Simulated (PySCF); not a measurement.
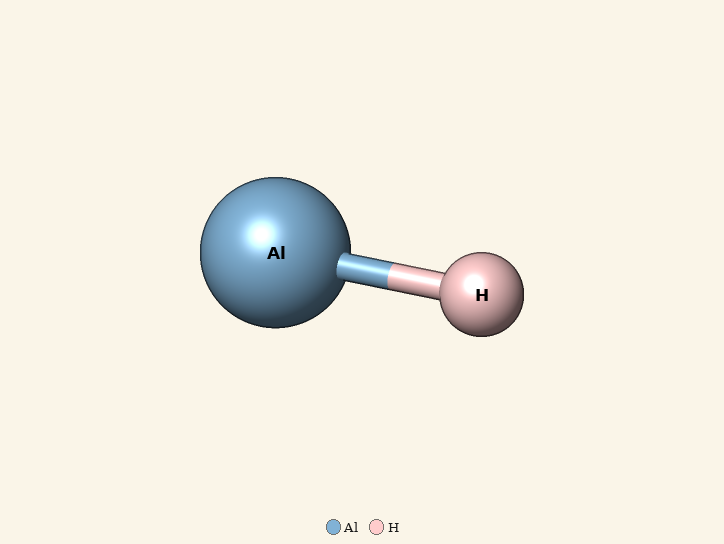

The geometry was computed by an optimisation with GFN2-xTB. No frequency run is at hand to confirm it as a minimum. Method: PBE0/pcSseg-1, gas phase (PySCF 2.14.0).

Computed properties:

The species is AlH (`[AlH]`).
- dipole moment: 0.24 D
- HOMO energy (Kohn–Sham orbital): −5.77 eV
- LUMO energy (Kohn–Sham orbital): −1.82 eV
- HOMO–LUMO gap: 3.95 eV

The geometry is semi-empirical. Around Al such bond lengths and angles can be off by a tenth of an ångström or more and by several degrees, and values that hang on the shape move with them.
